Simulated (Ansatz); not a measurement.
# Run report: C2H6ClNOSi, geometry relaxation

System: C2H6ClNOSi.
Method: RKS B3LYP-D4/def2-SVP (Ansatz 0.2.0).

It belongs to a series of runs on one base structure; here: end point B relaxed. Figures and captions count atoms from 1; the log counts them from 0 in places.

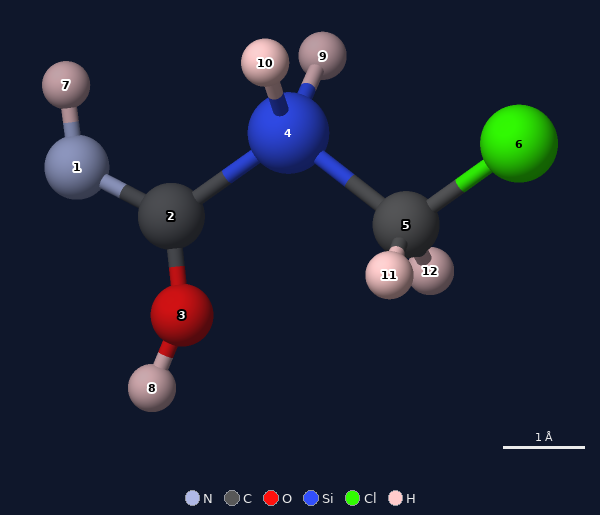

*The starting structure (ball-and-stick view, seen at a tilt; atoms are numbered from 1 in the order of the input).*

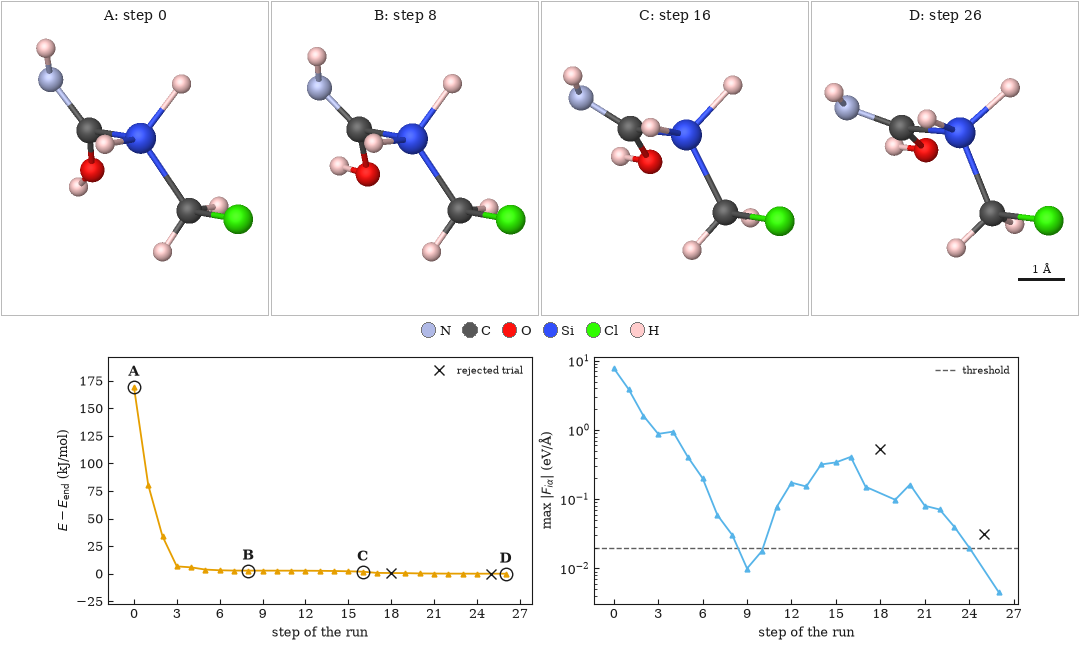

*Frames of the relaxation (ball-and-stick view, seen at a tilt) above the curves, on which the letters mark them (the first geometry is step 0 here and step 1 in the log).*

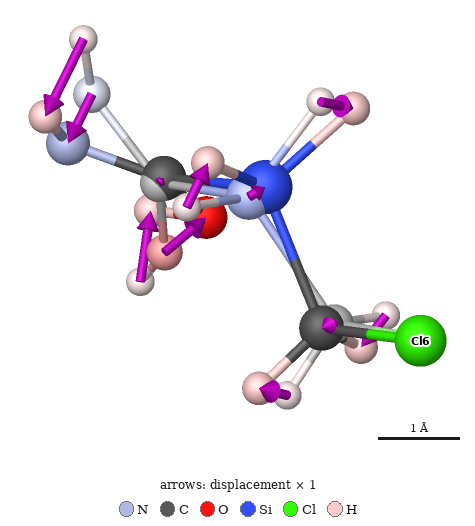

*Start (faint) and end (solid) with the displacements as pink arrows, at true length (ball-and-stick view, seen at a tilt). The two geometries are laid on each other by the best rigid fit.*

Over 26 geometry steps the energy falls by 169.5 kJ/mol. Largest force component: 7.8 eV/Å at the start, 0.0045 eV/Å at the end. The line search rejected the trial steps at points 18, 25 (counted from 0) and went back. The atom that moves furthest after the best rigid fit is H7 (1.10 Å). By element the largest moves are H 1.10 Å, O 0.73 Å, N 0.69 Å, Si 0.24 Å, C 0.24 Å, Cl 0.06 Å. Distances before and after: N1–C2 1.392 → 1.271 Å, C2–O3 1.239 → 1.356 Å, C2–Si4 1.849 → 1.914 Å, C5–H11 1.070 → 1.100 Å. Among the angles that change: C2–O3–H8 150.2° → 106.6°, C2–N1–H7 122.3° → 112.0°, N1–C2–Si4 119.7° → 129.7°. (Atoms are counted from 1 in the order of the input.)

These pictures come from the run below.

Input:
```yaml
crystal:
  periodic: [false, false, false]
  atoms:
    - { symbol: "N", position_ang: [2.1508, 0.7345, -0.8488] }
    - { symbol: C, position_ang: [0.9352, 0.057, -0.834] }
    - { symbol: O, position_ang: [0.5935, -0.7125, -1.7423] }
    - { symbol: Si, position_ang: [-0.1975, 0.2381, 0.6162] }
    - { symbol: C, position_ang: [-1.7367, -0.8683, 0.3549] }
    - { symbol: Cl, position_ang: [-2.8544, -0.6662, 1.7485] }
    - { symbol: H, position_ang: [2.4057, 1.426, -0.1271] }
    - { symbol: H, position_ang: [0.7699, -1.14087, -2.61722] }
    - { symbol: H, position_ang: [0.4424, -0.0892, 1.9326] }
    - { symbol: H, position_ang: [-0.6769, 1.6589, 0.7795] }
    - { symbol: H, position_ang: [-2.3026, -0.601, -0.5127] }
    - { symbol: H, position_ang: [-1.44, -1.9086, 0.329] }
basis:
  gaussian: { orbitals: def2-SVP }
hamiltonian:
  xc: b3lyp
  dispersion: d4
relax:
  f_tol: 0.02
  max_steps: 50
```

Run as:
```bash
ansatz run input.yaml --threads 2 --pin off --max-ram 3072MiB --backend cpu --events-out ev --progress --plain --runs-dir out
```

The program's output:
```
The last accepted step is kept in [file] (removed where the run ends without a failure and the disk answers)
Engine: ansatz 0.2.0, aarch64-unknown-linux-gnu
Functional definition: B3LYP
  parameter a0 = 0.2
  parameter ax = 0.72
  parameter ac = 0.81
  exchange = (1 - a0 - ax)*slater_x + ax*b88_x + a0*exact_x
  correlation = (1 - ac)*vwn_rpa_c + ac*lyp_c
1309 factors; integrals over basis functions are off by at most 3.8e-4 eV
mean field evaluation 1: about -26088.3597 eV, gradient 6.5e1 eV
mean field evaluation 2: about -26064.4178 eV, gradient 1.1e2 eV
mean field evaluation 4: about -26097.1545 eV, gradient 7.5e0 eV
mean field evaluation 8: about -26097.2932 eV, gradient 3.2e-1 eV
mean field evaluation 16: about -26097.2935 eV, gradient 2.1e-5 eV
mean field -26097.29345554 eV, -959.0578451102 hartree, gradient 2.0e-5 eV, S^2 0.000000; 0 other end points of the search recorded, 0 dependent functions left out
the calculation of the forces begins
reference -26097.29373507 eV, -959.0578553829 hartree; 32, 32 occupied and 90, 90 virtual orbitals, 1309 factors
relax step   1: F+E_penalty+E_count = -26097.75271471 eV  Δ(F+E_penalty+E_count) = +0.000e0 eV  max|allowed force component| = 7.816e0 eV/Å  Δτ_max = 0.0000 Å  (29 SCF iters, accepted)
these checks for a lower state are left out or cut short: starts, cluster_reference, orbital_swaps, neighbouring_geometries, increment
1309 factors; integrals over basis functions are off by at most 3.9e-4 eV
mean field -26098.21678235 eV, -959.0917767447 hartree, gradient 1.0e-5 eV, S^2 0.000000; 0 other end points of the search recorded, 0 dependent functions left out
[... from here on the field's lines of each further geometry are left out, up to the last ...]
relax step   2: F+E_penalty+E_count = -26098.67534905 eV  Δ(F+E_penalty+E_count) = -9.226e-1 eV  max|allowed force component| = 3.894e0 eV/Å  Δτ_max = 0.1710 Å  (31 SCF iters, accepted)
relax step   3: F+E_penalty+E_count = -26099.15818624 eV  Δ(F+E_penalty+E_count) = -4.828e-1 eV  max|allowed force component| = 1.605e0 eV/Å  Δτ_max = 0.1640 Å  (31 SCF iters, accepted)
relax step   4: F+E_penalty+E_count = -26099.44076263 eV  Δ(F+E_penalty+E_count) = -2.826e-1 eV  max|allowed force component| = 8.775e-1 eV/Å  Δτ_max = 0.2000 Å  (30 SCF iters, accepted)
relax step   5: F+E_penalty+E_count = -26099.44989406 eV  Δ(F+E_penalty+E_count) = -9.131e-3 eV  max|allowed force component| = 9.451e-1 eV/Å  Δτ_max = 0.1958 Å  (30 SCF iters, accepted)
relax step   6: F+E_penalty+E_count = -26099.47088277 eV  Δ(F+E_penalty+E_count) = -2.099e-2 eV  max|allowed force component| = 4.080e-1 eV/Å  Δτ_max = 0.1048 Å  (30 SCF iters, accepted)
relax step   7: F+E_penalty+E_count = -26099.47732993 eV  Δ(F+E_penalty+E_count) = -6.447e-3 eV  max|allowed force component| = 2.006e-1 eV/Å  Δτ_max = 0.0355 Å  (31 SCF iters, accepted)
relax step   8: F+E_penalty+E_count = -26099.48029491 eV  Δ(F+E_penalty+E_count) = -2.965e-3 eV  max|allowed force component| = 5.885e-2 eV/Å  Δτ_max = 0.0204 Å  (31 SCF iters, accepted)
relax step   9: F+E_penalty+E_count = -26099.48068706 eV  Δ(F+E_penalty+E_count) = -3.921e-4 eV  max|allowed force component| = 3.042e-2 eV/Å  Δτ_max = 0.0085 Å  (24 SCF iters, accepted)
relax step  10: F+E_penalty+E_count = -26099.48084187 eV  Δ(F+E_penalty+E_count) = -1.548e-4 eV  max|allowed force component| = 9.968e-3 eV/Å  Δτ_max = 0.0155 Å  (31 SCF iters, accepted)
relax step  11: F+E_penalty+E_count = -26099.48099704 eV  Δ(F+E_penalty+E_count) = -1.552e-4 eV  max|allowed force component| = 1.779e-2 eV/Å  Δτ_max = 0.0268 Å  (30 SCF iters, accepted)
relax step  12: F+E_penalty+E_count = -26099.48127686 eV  Δ(F+E_penalty+E_count) = -2.798e-4 eV  max|allowed force component| = 7.716e-2 eV/Å  Δτ_max = 0.0620 Å  (31 SCF iters, accepted)
relax step  13: F+E_penalty+E_count = -26099.48157587 eV  Δ(F+E_penalty+E_count) = -2.990e-4 eV  max|allowed force component| = 1.732e-1 eV/Å  Δτ_max = 0.0718 Å  (31 SCF iters, accepted)
relax step  14: F+E_penalty+E_count = -26099.48254440 eV  Δ(F+E_penalty+E_count) = -9.685e-4 eV  max|allowed force component| = 1.526e-1 eV/Å  Δτ_max = 0.0219 Å  (31 SCF iters, accepted)
relax step  15: F+E_penalty+E_count = -26099.48416244 eV  Δ(F+E_penalty+E_count) = -1.618e-3 eV  max|allowed force component| = 3.175e-1 eV/Å  Δτ_max = 0.1961 Å  (30 SCF iters, accepted)
relax step  16: F+E_penalty+E_count = -26099.48695230 eV  Δ(F+E_penalty+E_count) = -2.790e-3 eV  max|allowed force component| = 3.398e-1 eV/Å  Δτ_max = 0.0371 Å  (30 SCF iters, accepted)
relax step  17: F+E_penalty+E_count = -26099.49062262 eV  Δ(F+E_penalty+E_count) = -3.670e-3 eV  max|allowed force component| = 4.085e-1 eV/Å  Δτ_max = 0.2000 Å  (29 SCF iters, accepted)
relax step  18: F+E_penalty+E_count = -26099.50199169 eV  Δ(F+E_penalty+E_count) = -1.137e-2 eV  max|allowed force component| = 1.513e-1 eV/Å  Δτ_max = 0.1212 Å  (30 SCF iters, accepted)
relax step  19: F+E_penalty+E_count = -26099.49842979 eV  Δ(F+E_penalty+E_count) = +3.562e-3 eV  max|allowed force component| = 5.227e-1 eV/Å  Δτ_max = 0.1957 Å  (30 SCF iters, rejected (line search))
relax step  20: F+E_penalty+E_count = -26099.50435948 eV  Δ(F+E_penalty+E_count) = -2.368e-3 eV  max|allowed force component| = 9.818e-2 eV/Å  Δτ_max = 0.0977 Å  (30 SCF iters, accepted)
relax step  21: F+E_penalty+E_count = -26099.50706528 eV  Δ(F+E_penalty+E_count) = -2.706e-3 eV  max|allowed force component| = 1.629e-1 eV/Å  Δτ_max = 0.0682 Å  (31 SCF iters, accepted)
relax step  22: F+E_penalty+E_count = -26099.50818914 eV  Δ(F+E_penalty+E_count) = -1.124e-3 eV  max|allowed force component| = 8.025e-2 eV/Å  Δτ_max = 0.0258 Å  (30 SCF iters, accepted)
relax step  23: F+E_penalty+E_count = -26099.50889999 eV  Δ(F+E_penalty+E_count) = -7.109e-4 eV  max|allowed force component| = 7.106e-2 eV/Å  Δτ_max = 0.0408 Å  (30 SCF iters, accepted)
relax step  24: F+E_penalty+E_count = -26099.50926372 eV  Δ(F+E_penalty+E_count) = -3.637e-4 eV  max|allowed force component| = 3.972e-2 eV/Å  Δτ_max = 0.0711 Å  (30 SCF iters, accepted)
relax step  25: F+E_penalty+E_count = -26099.50944328 eV  Δ(F+E_penalty+E_count) = -1.796e-4 eV  max|allowed force component| = 2.001e-2 eV/Å  Δτ_max = 0.0058 Å  (25 SCF iters, accepted)
relax step  26: F+E_penalty+E_count = -26099.50943803 eV  Δ(F+E_penalty+E_count) = +5.256e-6 eV  max|allowed force component| = 3.188e-2 eV/Å  Δτ_max = 0.0031 Å  (25 SCF iters, rejected (line search))
the calculation of the forces begins
reference -26099.05132202 eV, -959.1224455119 hartree; 32, 32 occupied and 90, 90 virtual orbitals, 1309 factors
relax step  27: F+E_penalty+E_count = -26099.50948901 eV  Δ(F+E_penalty+E_count) = -4.573e-5 eV  max|allowed force component| = 4.506e-3 eV/Å  Δτ_max = 0.0015 Å  (21 SCF iters, accepted)
1309 factors; integrals over basis functions are off by at most 4.0e-4 eV
mean field -26099.05104359 eV, -959.1224352796 hartree, gradient 5.7e-5 eV, S^2 0.000000; 1 other end points of the search recorded, 0 dependent functions left out
the calculation of the forces begins
reference -26099.05132202 eV, -959.1224455119 hartree; 32, 32 occupied and 90, 90 virtual orbitals, 1309 factors
Total energy: -26099.50976745 eV, -959.1392930705 hartree
Atom 0 at     1.675079     0.922016    -1.322724 Å, force     0.001039     0.001976     0.000063 eV/Å
Atom 1 at     0.977452     0.009750    -0.778936 Å, force    -0.004506     0.000213     0.001438 eV/Å
Atom 2 at     0.956476    -1.230099    -1.327068 Å, force    -0.000340    -0.001428     0.002302 eV/Å
Atom 3 at    -0.134820     0.085610     0.776820 Å, force     0.001226    -0.001781    -0.000029 eV/Å
Atom 4 at    -1.815870    -0.656206     0.325577 Å, force     0.000653     0.000521     0.002225 eV/Å
Atom 5 at    -2.908431    -0.638700     1.771046 Å, force     0.002041     0.000183    -0.001587 eV/Å
Atom 6 at     1.602676     1.809381    -0.820280 Å, force    -0.000188    -0.002605    -0.000529 eV/Å
Atom 7 at     1.541322    -1.200079    -2.107952 Å, force     0.001136     0.002378    -0.000568 eV/Å
Atom 8 at     0.484849    -0.700581     1.876280 Å, force    -0.001375     0.000499    -0.001735 eV/Å
Atom 9 at    -0.271914     1.513600     1.171602 Å, force     0.000568     0.000039    -0.001077 eV/Å
Atom 10 at    -2.310856    -0.089354    -0.476226 Å, force     0.000195     0.000094    -0.000413 eV/Å
Atom 11 at    -1.706564    -1.697508    -0.009559 Å, force    -0.000449    -0.000089    -0.000089 eV/Å
Dipole moment:     0.073019     0.042567    -0.157233 e Å
```

Trajectory as extended XYZ (Å, eV, eV/Å), 9 of the 27 frames kept, from step=1 to step=27:
```
12
Properties=species:S:1:pos:R:3:forces:R:3 step=1 energy=-26097.75271
N     2.1508    0.7345   -0.8488   -3.7688  -2.5609  -1.0917
C     0.9352    0.0570   -0.8340    7.8165   6.3750   3.1413
O     0.5935   -0.7125   -1.7423   -3.3808  -4.7015  -4.2070
Si   -0.1975    0.2381    0.6162   -1.3117   0.4655   1.1245
C    -1.7367   -0.8683    0.3549    0.7401   0.4708   0.9867
Cl   -2.8544   -0.6662    1.7485   -0.2368   0.0182   0.3763
H     2.4057    1.4260   -0.1271   -0.9329  -0.5953   0.2221
H     0.7699   -1.1409   -2.6172    1.1542   1.4117   1.1901
H     0.4424   -0.0892    1.9326    0.0696  -0.1619  -0.3015
H    -0.6769    1.6589    0.7795    0.1628  -0.2293  -0.2266
H    -2.3026   -0.6010   -0.5127   -0.3487   0.1201  -0.9956
H    -1.4400   -1.9086    0.3290    0.0364  -0.6124  -0.2185
12
Properties=species:S:1:pos:R:3:forces:R:3 step=4 energy=-26099.44076
N     2.0593    0.6516   -0.9783    0.8099   0.7448   0.3094
C     0.9551    0.0687   -0.8374   -0.8775  -0.7148  -0.1312
O     0.5020   -0.8188   -1.7630   -0.1191   0.0222   0.0160
Si   -0.2420    0.2625    0.6430   -0.0794   0.0031   0.0853
C    -1.7586   -0.8423    0.4181   -0.0329  -0.0262  -0.1461
Cl   -2.8882   -0.6642    1.8255    0.0583  -0.0074  -0.0561
H     2.2171    1.2743   -0.1662    0.1864  -0.1789  -0.4691
H     1.1306   -0.8855   -2.5079    0.0994   0.1721   0.2313
H     0.5084   -0.1307    1.8680   -0.0269   0.0232   0.0085
H    -0.6265    1.7003    0.7380   -0.0028  -0.0591   0.0015
H    -2.3090   -0.5894   -0.5032    0.0283  -0.0028   0.1070
H    -1.4587   -1.8987    0.3419   -0.0437   0.0237   0.0435
12
Properties=species:S:1:pos:R:3:forces:R:3 step=7 energy=-26099.47733
N     2.0494    0.6566   -1.0278   -0.1263  -0.0628   0.0496
C     0.9393    0.0670   -0.8288    0.2006  -0.0783  -0.0738
O     0.5046   -0.8340   -1.7456   -0.1109   0.0763   0.0961
Si   -0.2479    0.2542    0.6717   -0.0182  -0.0489  -0.1258
C    -1.7645   -0.8467    0.4080   -0.0201   0.0414   0.0858
Cl   -2.8953   -0.6726    1.8186    0.0312  -0.0002  -0.0375
H     2.2849    1.2938   -0.2651    0.0312   0.0924   0.0162
H     1.1788   -0.8557   -2.4517   -0.0018   0.0061   0.0266
H     0.4840   -0.1444    1.9046    0.0011  -0.0024  -0.0114
H    -0.6415    1.6864    0.7703   -0.0060  -0.0175   0.0072
H    -2.3139   -0.5703   -0.5020   -0.0071   0.0162  -0.0270
H    -1.4886   -1.9066    0.3264    0.0262  -0.0224  -0.0060
12
Properties=species:S:1:pos:R:3:forces:R:3 step=11 energy=-26099.48100
N     2.0444    0.6657   -1.0420   -0.0167  -0.0025   0.0067
C     0.9481    0.0659   -0.8134    0.0061   0.0018  -0.0178
O     0.4934   -0.8497   -1.7042    0.0121  -0.0015  -0.0050
Si   -0.2416    0.2515    0.6803   -0.0047  -0.0043   0.0020
C    -1.7589   -0.8395    0.3956   -0.0090   0.0015   0.0151
Cl   -2.8969   -0.6830    1.7984    0.0049  -0.0005  -0.0066
H     2.2827    1.3324   -0.3041    0.0089   0.0059   0.0003
H     1.1505   -0.8851   -2.4258   -0.0050   0.0010   0.0111
H     0.4788   -0.1653    1.9138    0.0007  -0.0004  -0.0010
H    -0.6326    1.6827    0.7963    0.0039  -0.0030  -0.0013
H    -2.3000   -0.5498   -0.5161    0.0004   0.0014  -0.0020
H    -1.4785   -1.8979    0.2997   -0.0018   0.0005  -0.0016
12
Properties=species:S:1:pos:R:3:forces:R:3 step=14 energy=-26099.48254
N     2.0042    0.7190   -1.0868   -0.1526  -0.0350   0.1005
C     0.9509    0.0627   -0.8051    0.0784  -0.0351  -0.1373
O     0.5402   -0.9290   -1.6412    0.0973   0.1183   0.0689
Si   -0.2255    0.2309    0.7023    0.0095   0.0068   0.0023
C    -1.7683   -0.8136    0.3790   -0.0159  -0.0021   0.0125
Cl   -2.9080   -0.6884    1.7846    0.0232   0.0040  -0.0218
H     2.2079    1.4397   -0.3872   -0.0131  -0.0548  -0.0615
H     1.1865   -0.9615   -2.3734   -0.0208   0.0084   0.0404
H     0.4868   -0.2488    1.9191   -0.0162   0.0035  -0.0195
H    -0.5765    1.6690    0.8669    0.0123  -0.0257  -0.0006
H    -2.3014   -0.4789   -0.5229    0.0066  -0.0053   0.0176
H    -1.5074   -1.8731    0.2432   -0.0087   0.0170  -0.0014
12
Properties=species:S:1:pos:R:3:forces:R:3 step=17 energy=-26099.49062
N     1.8544    0.8538   -1.1817    0.1998   0.0352  -0.2069
C     0.9651    0.0345   -0.8059   -0.3544   0.0520   0.4085
O     0.7280   -1.1046   -1.4911   -0.0228  -0.0948  -0.0297
Si   -0.1739    0.1633    0.7293   -0.0384  -0.0519   0.0076
C    -1.7959   -0.7360    0.3537   -0.0174  -0.0131  -0.0114
Cl   -2.9189   -0.6638    1.7755    0.0490   0.0174  -0.0242
H     1.8990    1.6628   -0.5586    0.0468   0.0427  -0.0459
H     1.3422   -1.1237   -2.2437    0.1559   0.0024  -0.1709
H     0.5126   -0.4795    1.8814   -0.0177   0.0043   0.0381
H    -0.4031    1.6076    1.0072    0.0060  -0.0153   0.0164
H    -2.3138   -0.2927   -0.5092   -0.0090   0.0138   0.0110
H    -1.6064   -1.7939    0.1217    0.0020   0.0072   0.0073
12
Properties=species:S:1:pos:R:3:forces:R:3 step=21 energy=-26099.50707
N     1.7414    0.9022   -1.2784   -0.1101  -0.1276   0.0652
C     0.9689    0.0180   -0.7851    0.1381   0.0584  -0.1629
O     0.8834   -1.1970   -1.3881    0.0591   0.1210   0.0347
Si   -0.1536    0.1059    0.7611    0.0047   0.0247  -0.0024
C    -1.8176   -0.6853    0.3355   -0.0208  -0.0137  -0.0425
Cl   -2.9040   -0.6432    1.7849   -0.0079  -0.0040   0.0036
H     1.7207    1.7775   -0.7495   -0.0275  -0.0404   0.0104
H     1.4979   -1.1685   -2.1479   -0.0531  -0.0108   0.0432
H     0.4905   -0.6328    1.8795   -0.0101  -0.0064   0.0024
H    -0.3211    1.5413    1.1184    0.0027  -0.0173   0.0033
H    -2.3279   -0.1554   -0.4833    0.0229  -0.0080   0.0308
H    -1.6892   -1.7348    0.0315    0.0022   0.0241   0.0142
12
Properties=species:S:1:pos:R:3:forces:R:3 step=24 energy=-26099.50926
N     1.6760    0.9232   -1.3230   -0.0301  -0.0189   0.0235
C     0.9738    0.0116   -0.7824    0.0397   0.0113   0.0378
O     0.9528   -1.2295   -1.3283   -0.0046   0.0249  -0.0035
Si   -0.1345    0.0865    0.7773   -0.0119  -0.0089  -0.0226
C    -1.8157   -0.6568    0.3254    0.0107   0.0080   0.0222
Cl   -2.9092   -0.6403    1.7704    0.0024  -0.0003  -0.0014
H     1.6055    1.8096   -0.8172   -0.0045  -0.0268  -0.0207
H     1.5417   -1.2025   -2.1060    0.0049   0.0014  -0.0124
H     0.4850   -0.7007    1.8773   -0.0026   0.0114  -0.0176
H    -0.2702    1.5152    1.1701   -0.0028  -0.0029   0.0049
H    -2.3110   -0.0905   -0.4762   -0.0006   0.0017  -0.0067
H    -1.7049   -1.6981   -0.0089   -0.0006  -0.0008  -0.0034
12
Properties=species:S:1:pos:R:3:forces:R:3 step=27 energy=-26099.50949
N     1.6751    0.9220   -1.3227    0.0010   0.0020   0.0001
C     0.9775    0.0097   -0.7789   -0.0045   0.0002   0.0014
O     0.9565   -1.2301   -1.3271   -0.0003  -0.0014   0.0023
Si   -0.1348    0.0856    0.7768    0.0012  -0.0018   0.0000
C    -1.8159   -0.6562    0.3256    0.0007   0.0005   0.0022
Cl   -2.9084   -0.6387    1.7710    0.0020   0.0002  -0.0016
H     1.6027    1.8094   -0.8203   -0.0002  -0.0026  -0.0005
H     1.5413   -1.2001   -2.1080    0.0011   0.0024  -0.0006
H     0.4848   -0.7006    1.8763   -0.0014   0.0005  -0.0017
H    -0.2719    1.5136    1.1716    0.0006   0.0000  -0.0011
H    -2.3109   -0.0894   -0.4762    0.0002   0.0001  -0.0004
H    -1.7066   -1.6975   -0.0096   -0.0004  -0.0001  -0.0001
```

Key numbers:

```json
{"quantity": "outcome", "value": "converged"}
{"quantity": "total energy", "value": "−26099.5098 eV"}
{"quantity": "mean-field energy", "value": "−26099.0513 eV"}
{"quantity": "largest force (length of the vector) at the end", "value": "0.005 eV/Å"}
{"quantity": "hardware", "value": "2 threads of Arm Neoverse V1, 24 GiB of memory available, shared host"}
{"quantity": "wall time", "value": "1.9 min (CPU time 3.8 min)"}
{"quantity": "peak memory", "value": "0.3 GiB"}
```
